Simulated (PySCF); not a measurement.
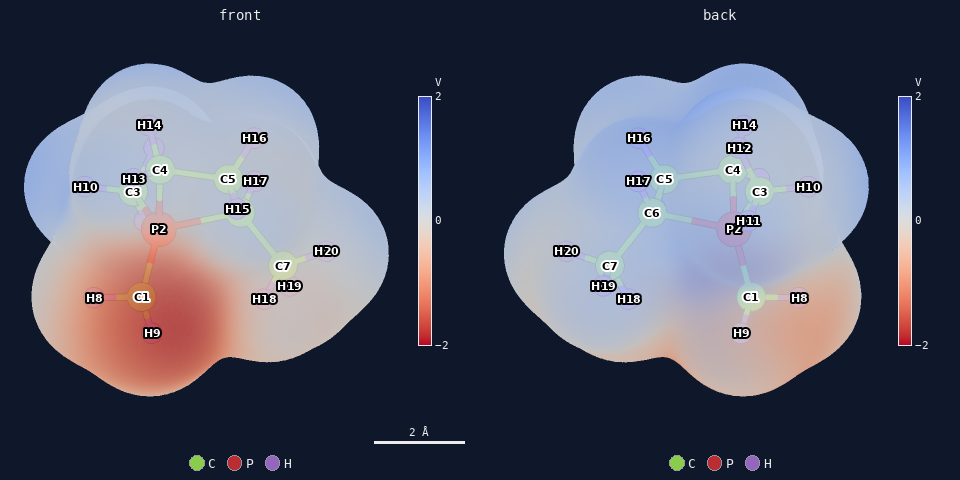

Figure. C6H13P. The molecular electrostatic potential painted on the density surface at 0.001 e/bohr³, seen from the front and from behind; the colour scale runs from red (negative) to blue (positive).

Geometry: GFN2-xTB.

These are results of B3LYP/def2-SVPD, SCF density, gas phase in PySCF, not measurements.

```xyz
20

C    -0.1520   -0.4670    2.0733
P    -0.6682   -0.2108    0.4670
C    -2.0724   -0.9570   -0.5475
C    -0.6633    1.5838    0.0568
C     0.7634    1.4370   -0.5151
C     0.7700   -0.0968   -0.7077
C     2.0499   -0.8021   -0.3125
H    -0.9428   -0.1554    2.7595
H     0.0805   -1.5224    2.2306
H    -3.0103   -0.7395   -0.0352
H    -1.9347   -2.0382   -0.5746
H    -2.1097   -0.5666   -1.5612
H    -0.7478    2.2537    0.9098
H    -1.3974    1.8570   -0.7011
H     1.5017    1.7181    0.2342
H     0.9505    2.0112   -1.4231
H     0.4744   -0.3656   -1.7262
H     2.2377   -0.6439    0.7475
H     1.9733   -1.8723   -0.4947
H     2.8920   -0.4127   -0.8830
```

> Describe the electrostatic potential map.

The most negative region (about −1.7 V) lies over C1, the most positive (about +0.9 V) over H12.

> How polar is the molecule by this calculation?

Its dipole moment is 3.21 D.
